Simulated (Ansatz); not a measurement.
# A workflow on CH6AlClNSi− (SMILES [H][Si]([H])([H])C#N.[H][Al-]([H])([H])[Cl])

We compute a series of 15 runs (B2PLYP/cc-pVTZ, B3LYP/cc-pVTZ, revPBE-D3(BJ)-ATM/cc-pVTZ) of CH6AlClNSi−. 

The calculation is run with Ansatz 0.2.0.

## Step 1: The molecule

CH6AlClNSi−: 11 atoms, total charge -1, spin state singlet. As SMILES, `[H][Si]([H])([H])C#N.[H][Al-]([H])([H])[Cl]`. Geometry: a GFN2-xTB relaxation, a rough one for these elements and not checked as a minimum.

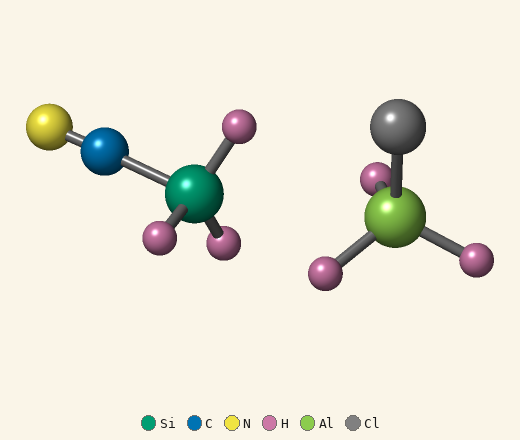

The structure, seen from a chosen angle (silicon teal, carbon blue, nitrogen yellow, hydrogen pink, aluminium green, chlorine grey).

## Step 2: The energy at B2PLYP/cc-pVTZ (run 1)

job.yaml

```yaml
crystal:
  periodic: [false, false, false]
  atoms:
    - symbol: Si
      position_ang: [0.190990, 0.570850, -1.136700]
    - symbol: C
      position_ang: [1.279530, 1.467850, -2.387240]
    - symbol: N
      position_ang: [1.923270, 2.009060, -3.168680]
    - symbol: H
      position_ang: [0.487260, -0.830100, -1.423970]
    - symbol: H
      position_ang: [-1.139860, 0.977820, -1.605560]
    - symbol: H
      position_ang: [0.593990, 1.125890, 0.144810]
    - symbol: Al
      position_ang: [-0.659200, -1.179480, 1.856720]
    - symbol: Cl
      position_ang: [-0.776070, 0.552580, 3.020630]
    - symbol: H
      position_ang: [-1.164120, -2.410040, 2.732220]
    - symbol: H
      position_ang: [0.875160, -1.354320, 1.398580]
    - symbol: H
      position_ang: [-1.610940, -0.930110, 0.569210]
basis:
  gaussian:
    orbitals: cc-pVTZ
total_charge: -1
hamiltonian:
  xc: {name: B2PLYP}
correlation:
  frozen_orbitals: {Al: 5, C: 1, Cl: 5, H: 0, "N": 1, Si: 5}
```

Started as:

```bash
ansatz run job.yaml --threads 1 --pin off --max-ram 2610MiB --events-out events.jsonl --progress --plain --runs-dir runs
```

Log:

```text
Warning: RAYON_NUM_THREADS=1 ignored (pool sized by the plan → 1); use --threads N
Functional definition: B2PLYP
  name "B2PLYP"
  parameter a = 0.53
  parameter c = 0.27
  exchange = (1 - a)*b88_x + a*exact_x
  correlation = (1 - c)*lyp_c + c*(mp2_os + mp2_ss)
1428 factors; integrals over basis functions are off by at most 9.8e-4 eV
mean field evaluation 1: about -29605.3927 eV, gradient 2.9e1 eV
mean field evaluation 2: about -29605.5907 eV, gradient 2.9e1 eV
mean field evaluation 4: about -29607.6072 eV, gradient 5.7e0 eV
mean field evaluation 8: about -29607.6809 eV, gradient 1.7e-1 eV
mean field evaluation 16: about -29607.6810 eV, gradient 2.2e-5 eV
mean field -29607.68100382 eV, -1088.0622080834 hartree, gradient 2.9e-6 eV, S^2 0.000000; 0 other end points of the search recorded, 0 dependent functions left out
17 core orbitals not correlated: weight in the atoms' cores, before any rotation towards them, 1.000 or more for the frozen orbitals, at most 0.000 for the correlated occupied ones
reference -29607.68121508 eV, -1088.0622158470 hartree; 15, 15 occupied and 214, 214 virtual orbitals, 1428 factors
second order -25.81037698 eV of doubles, -0.00000000 eV of singles
Total energy: -29614.65001686 eV, -1088.3183145889 hartree
```

Wall time 52 s (1 thread of Intel Xeon at 2.50GHz (Skylake/Cascade Lake), shared host); peak memory 0.57 GiB.

## Step 3: CH3NSi: a single-point energy at B2PLYP/cc-pVTZ (run 2)

input.yaml

```yaml
crystal:
  periodic: [false, false, false]
  atoms:
    - {symbol: Si, position_ang: [0.190990, 0.570850, -1.136700]}
    - {symbol: C, position_ang: [1.279530, 1.467850, -2.387240]}
    - {symbol: "N", position_ang: [1.923270, 2.009060, -3.168680]}
    - {symbol: H, position_ang: [0.487260, -0.830100, -1.423970]}
    - {symbol: H, position_ang: [-1.139860, 0.977820, -1.605560]}
    - {symbol: H, position_ang: [0.593990, 1.125890, 0.144810]}
basis:
  gaussian: {orbitals: cc-pVTZ}
hamiltonian: {xc: {name: B2PLYP}}
magnetization: {spin_polarized: false}
correlation: {frozen_orbitals: {C: 1, H: 0, "N": 1, Si: 5}}
total_charge: 0
```

Started as:

```bash
ansatz run input.yaml --threads 1 --pin off --max-ram 2610MiB --events-out events.jsonl --progress --plain --runs-dir runs
```

Log (excerpt; [...] marks lines left out):

```text
Warning: RAYON_NUM_THREADS=1 ignored (pool sized by the plan → 1); use --threads N
Functional definition: B2PLYP
  name "B2PLYP"
[...]
791 factors; integrals over basis functions are off by at most 9.0e-4 eV
[...]
mean field -10444.49520088 eV, -383.8281190993 hartree, gradient 7.6e-7 eV, S^2 0.000000; 0 other end points of the search recorded, 0 dependent functions left out
7 core orbitals not correlated: weight in the atoms' cores, before any rotation towards them, 1.000 or more for the frozen orbitals, at most 0.000 for the correlated occupied ones
reference -10444.49534388 eV, -383.8281243545 hartree; 8, 8 occupied and 121, 121 virtual orbitals, 791 factors
second order -15.60676808 eV of doubles, -0.00000000 eV of singles
Total energy: -10448.70917126 eV, -383.9829796545 hartree
```

Run time: 12 s. Hardware: 1 thread of Intel Xeon at 2.50GHz (Skylake/Cascade Lake), shared host; peak memory 0.2 GiB.

Runs 3 to 10 aren't shown in full; the table further down has their settings and results.

## Step 4: A single-point energy at revPBE-D3(BJ)-ATM/cc-pVTZ (run 11)

in.yaml

```yaml
crystal:
  periodic: [false, false, false]
  atoms:
    - symbol: Si
      position_ang: [0.190990, 0.570850, -1.136700]
    - symbol: C
      position_ang: [1.279530, 1.467850, -2.387240]
    - symbol: "N"
      position_ang: [1.923270, 2.009060, -3.168680]
    - symbol: H
      position_ang: [0.487260, -0.830100, -1.423970]
    - symbol: H
      position_ang: [-1.139860, 0.977820, -1.605560]
    - symbol: H
      position_ang: [0.593990, 1.125890, 0.144810]
    - symbol: Al
      position_ang: [-0.659200, -1.179480, 1.856720]
    - symbol: Cl
      position_ang: [-0.776070, 0.552580, 3.020630]
    - symbol: H
      position_ang: [-1.164120, -2.410040, 2.732220]
    - symbol: H
      position_ang: [0.875160, -1.354320, 1.398580]
    - symbol: H
      position_ang: [-1.610940, -0.930110, 0.569210]
basis:
  gaussian:
    orbitals: cc-pVTZ
total_charge: -1
hamiltonian:
  xc: {name: revPBE}
  dispersion: d3bjatm
```

Started as:

```bash
ansatz run in.yaml --threads 1 --pin off --max-ram 2610MiB --events-out events.jsonl --progress --plain --runs-dir runs
```

Log:

```text
Warning: RAYON_NUM_THREADS=1 ignored (pool sized by the plan → 1); use --threads N
Functional definition: revPBE
  name "revPBE"
  parameter kappa = 1.245
  parameter beta = 0.06672455060314922
  exchange = pbe_x(kappa = kappa, mu = beta*pi^2/3)
  correlation = pbe_c(beta = beta)
1520 factors; their error is unknown
mean field evaluation 1: about -29616.3956 eV, gradient 3.9e1 eV
mean field evaluation 2: about -29608.1536 eV, gradient 7.1e1 eV
mean field evaluation 4: about -29620.2467 eV, gradient 4.6e0 eV
mean field evaluation 8: about -29620.3081 eV, gradient 6.0e-2 eV
mean field evaluation 16: about -29620.2636 eV, gradient 4.4e-5 eV
mean field -29620.26355839 eV, -1088.5246084351 hartree, gradient 4.4e-5 eV, S^2 0.000000; 0 other end points of the search recorded, 0 dependent functions left out
reference -29620.26362231 eV, -1088.5246107841 hartree; 32, 32 occupied and 214, 214 virtual orbitals, 1520 factors
Total energy: -29620.85191346 eV, -1088.5462300852 hartree
```

Wall time 24 s (1 thread of Intel Xeon at 2.50GHz (Skylake/Cascade Lake), shared host); peak memory 0.33 GiB.

Runs 12 to 14 aren't shown in full; the table further down has their settings and results.

## Step 5: [AlClH3]− among ghost functions: the energy at revPBE-D3(BJ)-ATM/cc-pVTZ (with ghost functions) (run 15)

molecule.yaml

```yaml
crystal:
  periodic: [false, false, false]
  atoms:
    - {symbol: Al, position_ang: [-0.659200, -1.179480, 1.856720]}
    - {symbol: Cl, position_ang: [-0.776070, 0.552580, 3.020630]}
    - {symbol: H, position_ang: [-1.164120, -2.410040, 2.732220]}
    - {symbol: H, position_ang: [0.875160, -1.354320, 1.398580]}
    - {symbol: H, position_ang: [-1.610940, -0.930110, 0.569210]}
basis:
  gaussian:
    orbitals: cc-pVTZ
    ghost_atoms: [{symbol: Si, position_ang: [0.190990, 0.570850, -1.136700]}, {symbol: C, position_ang: [1.279530, 1.467850, -2.387240]}, {symbol: N, position_ang: [1.923270, 2.009060, -3.168680]}, {symbol: H, position_ang: [0.487260, -0.830100, -1.423970]}, {symbol: H, position_ang: [-1.139860, 0.977820, -1.605560]}, {symbol: H, position_ang: [0.593990, 1.125890, 0.144810]}]
hamiltonian:
  xc: {name: revPBE}
  dispersion: d3bjatm
magnetization:
  spin_polarized: false
  initial_magnetization: 0
total_charge: -1
```

Started as:

```bash
ansatz run molecule.yaml --threads 1 --pin off --max-ram 2610MiB --events-out events.jsonl --progress --plain --runs-dir runs
```

Log:

```text
Warning: RAYON_NUM_THREADS=1 ignored (pool sized by the plan → 1); use --threads N
Functional definition: revPBE
  name "revPBE"
  parameter kappa = 1.245
  parameter beta = 0.06672455060314922
  exchange = pbe_x(kappa = kappa, mu = beta*pi^2/3)
  correlation = pbe_c(beta = beta)
1358 factors; their error is unknown
mean field evaluation 1: about -19165.7959 eV, gradient 2.7e1 eV
mean field evaluation 2: about -19165.4604 eV, gradient 3.1e1 eV
mean field evaluation 4: about -19168.2670 eV, gradient 9.2e-1 eV
mean field evaluation 8: about -19168.2538 eV, gradient 1.5e-2 eV
mean field -19168.25381116 eV, -704.4203348510 hartree, gradient 4.7e-5 eV, S^2 0.000000; 0 other end points of the search recorded, 0 dependent functions left out
reference -19168.25387473 eV, -704.4203371870 hartree; 17, 17 occupied and 229, 229 virtual orbitals, 1358 factors
Total energy: -19168.42764010 eV, -704.4267229469 hartree
```

Run time: 23 s. Hardware: 1 thread of Intel Xeon at 2.50GHz (Skylake/Cascade Lake), shared host; peak memory 0.31 GiB.

## Step 6: All runs side by side

| run | level | frozen core orbitals | fragment atoms | contact | partner | energy (Eh) | wall time |
| --- | --- | --- | --- | --- | --- | --- | --- |
| 1 | B2PLYP/cc-pVTZ | 17 | – | – | base | -1088.318315 | 52 s |
| 2 | B2PLYP/cc-pVTZ | 7 | (1, 2, 3, 4, 5, 6) | base | fragment | -383.982980 | 12 s |
| 3 | B2PLYP/cc-pVTZ (with ghost functions) | 7 | (1, 2, 3, 4, 5, 6) | base | fragment with ghosts | -383.983152 | 43 s |
| 4 | B2PLYP/cc-pVTZ | 10 | (7, 8, 9, 10, 11) | base | fragment | -704.314426 | 9.4 s |
| 5 | B2PLYP/cc-pVTZ (with ghost functions) | 10 | (7, 8, 9, 10, 11) | base | fragment with ghosts | -704.314965 | 49 s |
| 6 | B3LYP/cc-pVTZ | – | – | – | base | -1088.830385 | 28 s |
| 7 | B3LYP/cc-pVTZ | – | (1, 2, 3, 4, 5, 6) | base | fragment | -384.199874 | 9.7 s |
| 8 | B3LYP/cc-pVTZ (with ghost functions) | – | (1, 2, 3, 4, 5, 6) | base | fragment with ghosts | -384.199979 | 26 s |
| 9 | B3LYP/cc-pVTZ | – | (7, 8, 9, 10, 11) | base | fragment | -704.610914 | 7.6 s |
| 10 | B3LYP/cc-pVTZ (with ghost functions) | – | (7, 8, 9, 10, 11) | base | fragment with ghosts | -704.611348 | 28 s |
| 11 | revPBE-D3(BJ)-ATM/cc-pVTZ | – | – | – | base | -1088.546230 | 24 s |
| 12 | revPBE-D3(BJ)-ATM/cc-pVTZ | – | (1, 2, 3, 4, 5, 6) | base | fragment | -384.095350 | 6 s |
| 13 | revPBE-D3(BJ)-ATM/cc-pVTZ (with ghost functions) | – | (1, 2, 3, 4, 5, 6) | base | fragment with ghosts | -384.095453 | 20 s |
| 14 | revPBE-D3(BJ)-ATM/cc-pVTZ | – | (7, 8, 9, 10, 11) | base | fragment | -704.426214 | 5.1 s |
| 15 | revPBE-D3(BJ)-ATM/cc-pVTZ (with ghost functions) | – | (7, 8, 9, 10, 11) | base | fragment with ghosts | -704.426723 | 23 s |

## Step 7: Results

```
                                                                                                                      quantity          value
                                                                         [AlClH3]− among ghost functions, run 15: total energy  -704.42672 Eh
                                                                    [AlClH3]− among ghost functions, run 15: dispersion energy  -16.77 kJ/mol
           interaction energy of the rigid parts CH3NSi and [AlClH3]− (parts in the whole basis, counterpoise), B2PLYP/cc-pVTZ      -0.550 eV
                         interaction energy of the rigid parts CH3NSi and [AlClH3]− (parts in their own basis), B2PLYP/cc-pVTZ      -0.569 eV
                          interaction energy of the rigid parts CH3NSi and [AlClH3]− (parts in their own basis), B3LYP/cc-pVTZ      -0.533 eV
            interaction energy of the rigid parts CH3NSi and [AlClH3]− (parts in the whole basis, counterpoise), B3LYP/cc-pVTZ      -0.519 eV
interaction energy of the rigid parts CH3NSi and [AlClH3]− (parts in the whole basis, counterpoise), revPBE-D3(BJ)-ATM/cc-pVTZ      -0.655 eV
              interaction energy of the rigid parts CH3NSi and [AlClH3]− (parts in their own basis), revPBE-D3(BJ)-ATM/cc-pVTZ      -0.671 eV
```

In words: At B2PLYP/cc-pVTZ: the interaction energy of the rigid parts CH3NSi and [AlClH3]− (parts in the whole basis, counterpoise) is −0.55 eV (−53.0 kJ/mol): the parts attract. The basis-set superposition error is 1.9 kJ/mol. At B2PLYP/cc-pVTZ: the interaction energy of the rigid parts CH3NSi and [AlClH3]− (parts in their own basis) is −0.57 eV (−13.1 kcal/mol): the parts attract. At B3LYP/cc-pVTZ: the interaction energy of the rigid parts CH3NSi and [AlClH3]− (parts in their own basis) is −0.53 eV (−12.3 kcal/mol): the parts attract. At B3LYP/cc-pVTZ: the interaction energy of the rigid parts CH3NSi and [AlClH3]− (parts in the whole basis, counterpoise) is −0.52 eV (−50.0 kJ/mol): the parts attract. The basis-set superposition error is 1.4 kJ/mol. Totals of different functionals can't be ranked against each other. All runs together took 5.7 min, the longest 52 s.
